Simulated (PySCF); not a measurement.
C$_{4}$H$_{4}$Se, SMILES `c1cc[se]c1`.

Method: PBE0/aug-cc-pVDZ; geometry: GFN2-xTB; program: PySCF. No frequency check shows the geometry to be a minimum. GFN2-xTB bond lengths at metals and heavier atoms can be off by up to 0.1 Å and shapes distorted, which carries into these values.

Input script:

```python
import numpy as np
from pyscf import gto, scf, dft
from pyscf.scf import atom_ks, atom_hf
from scipy.linalg import block_diag

def solve(mol, dm0=None, hcore=None):
    mf = (dft.UKS if mol.spin else dft.RKS)(mol, xc='pbe0')
    mf.grids.level = 3
    mf = mf.density_fit(auxbasis='def2-universal-jkfit')
    mf.conv_tol, mf.max_cycle = 1e-8, 80
    if hcore is not None:
        mf.get_hcore = lambda *args: hcore
    mf.kernel(dm0)
    if not mf.converged:
        mf = mf.newton().run(mf.mo_coeff, mf.mo_occ, max_cycle=30)
    assert mf.converged, 'SCF not converged'
    return mf

mol = gto.M(atom='''
C      1.67390    -0.70814     0.00000
C      1.67389     0.70816     0.00000
C      0.43945     1.27082     0.00000
Se    -0.91010     0.00000     0.00000
C      0.43948    -1.27082     0.00000
H      2.58162    -1.28775     0.00000
H      2.58159     1.28779     0.00000
H      0.20995     2.32119     0.00000
H      0.21000    -2.32120     0.00000
''', basis='aug-cc-pvdz', charge=0, spin=0, verbose=4)
mf = solve(mol)
mf.analyze()
# spherically averaged free atoms, for the promolecule
atm = atom_ks.get_atm_nrks(mol, xc='pbe0')
pro = block_diag(*[(atm[a[0]][2] * atm[a[0]][3]) @ atm[a[0]][2].T for a in mol._atom])
np.savez('result.npz', e=mf.e_tot, c=mf.mo_coeff, occ=mf.mo_occ, eps=mf.mo_energy, pro=pro, dip=mf.dip_moment(verbose=0), s2=mf.spin_square()[0])
```

Run with:

```sh
OMP_NUM_THREADS=1 python input.py
```

The run took 23 s on 1 thread of Arm Neoverse V2, with other jobs on the host, peak memory 0.63 GiB.

Partitions, critical points and surface values were worked out afterwards from this run's density.

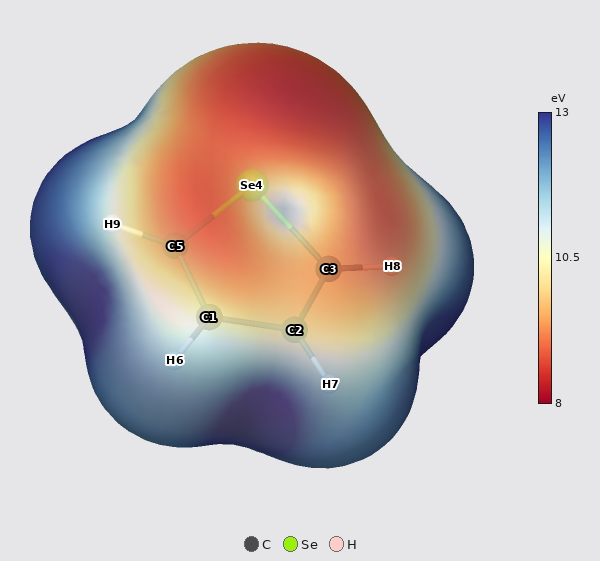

Average local ionisation energy on the surface of electron density 0.001 a.u.

### Where are the most loosely bound electrons on this surface?

The lowest value is 8.2 eV, off the molecular plane, over Se4 (2.3 Å), and at like points elsewhere. Further minima include 8.9 eV, off the C2–C3 bond (2.1 to 2.3 Å from its atoms), and at like points elsewhere. For comparison, the highest occupied orbital lies at −6.9 eV.
